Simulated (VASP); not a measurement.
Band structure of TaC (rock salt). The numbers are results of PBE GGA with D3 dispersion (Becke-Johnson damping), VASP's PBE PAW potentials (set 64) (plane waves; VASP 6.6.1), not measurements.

Unless said otherwise, spin-orbit coupling is left out, though it shifts the bands of the heavy elements here.

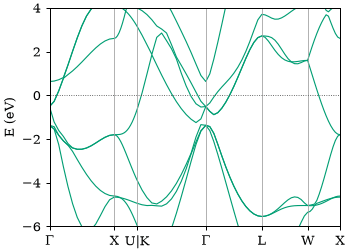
Bands along high-symmetry lines, zero at the valence-band maximum or, without a gap, the Fermi level

### Question
Read the plot: is there a gap, and where are the band edges?

### Answer
It has no gap at this level: it comes out as a metal or semimetal. (Edges off the drawn lines would not show.)

The compound is TaC in the rock salt structure. It was relaxed first. The electron count is odd and the run is not spin-polarised, which forces a metal.
